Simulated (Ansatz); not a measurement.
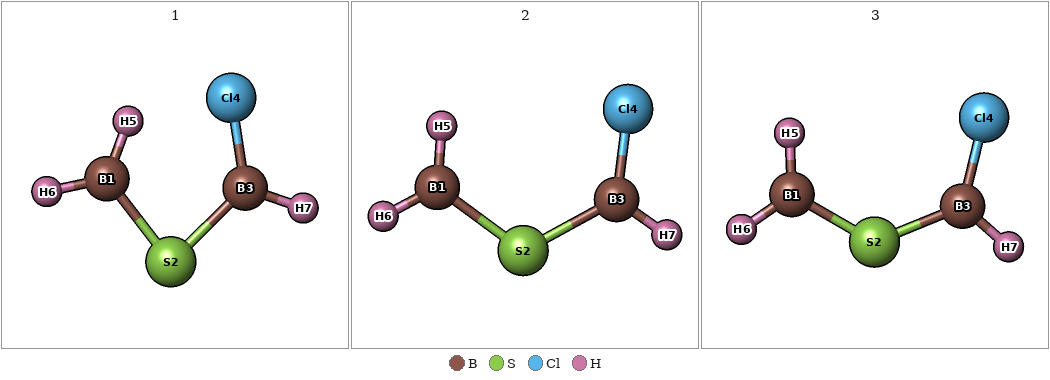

B₂ClH₃S, SMILES BSBCl. 
- Coordinates scanned: (1) angle B1–S2–B3; (2) change of the bonds S2–B1, S2–B3, all alike.
- Nothing is relaxed (all other coordinates rigid).
- Grid: 15 × 15 points. At 3 points there is no value (left out of the scan, as a rule where atoms come close).
- Points are written as (first, second).
- All energies are given in eV relative to the relaxed molecule at the same level.
- Method: RHF/def2-TZVP (Ansatz).

The numbered pictures are structures from this grid.

Question: Rank them by energy, lowest first.

Answer: 3, at (127.9°, 0.018 Å): 0.34 eV; 2, at (115.1°, 0.236 Å): 1.0 eV; 1, at (82.9°, 0.200 Å): 1.7 eV.

The map, with the structures marked:

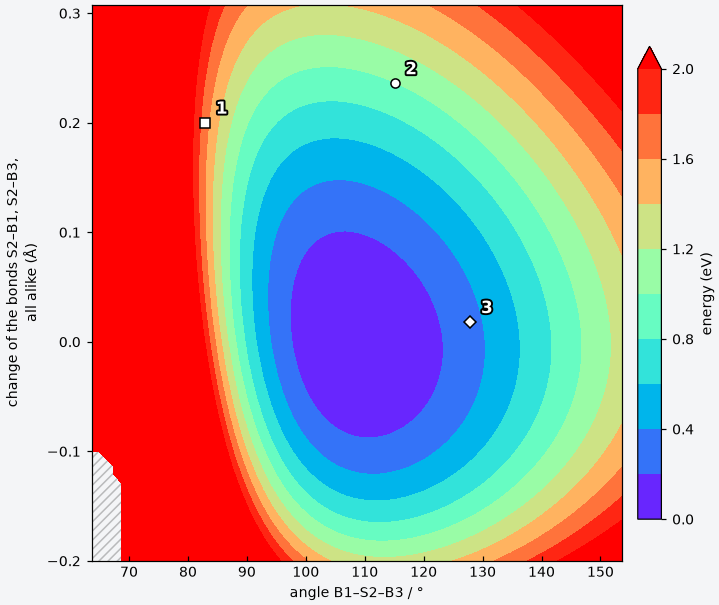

The picture shows filled contours, one colour for all values above the top of the scale, hatched blanks where no value was computed. Between grid points the surface is interpolated.
